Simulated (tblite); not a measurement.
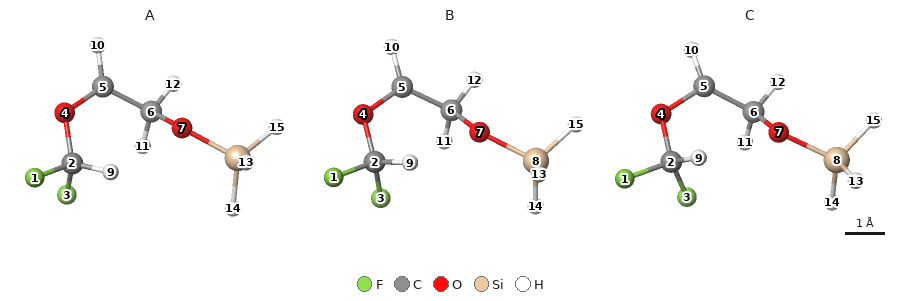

3 geometries from one relaxation of C₃H₇F₂O₂Si (multiplicity 2), in shuffled order. A ball-and-stick model, seen at a tilt.

Computed with GFN2-xTB geometry optimisation, gas phase in tblite. 

Order the frames from highest to lowest energy.

C, B, A. They are steps 0, 41, 108, at +6.41 kcal/mol, +0.37 kcal/mol relative to the last. The energy falls by 6.41 kcal/mol in 108 geometry steps. H9 moves most after the best rigid fit: 0.72 Å. By element the largest moves are H 0.72 Å, F 0.62 Å, O 0.23 Å, C 0.16 Å, Si 0.09 Å. Some distances before and after: C2–O4 1.421 → 1.355 Å, O7–Si8 1.663 → 1.627 Å, Si8–H13 1.483 → 1.453 Å, F1–C2 1.366 → 1.339 Å. Among the angles between lasting bonds that change: O7–Si8–H13 110.0° → 98.5°, C6–O7–Si8 117.8° → 128.4°, F3–C2–H9 112.5° → 107.4°.
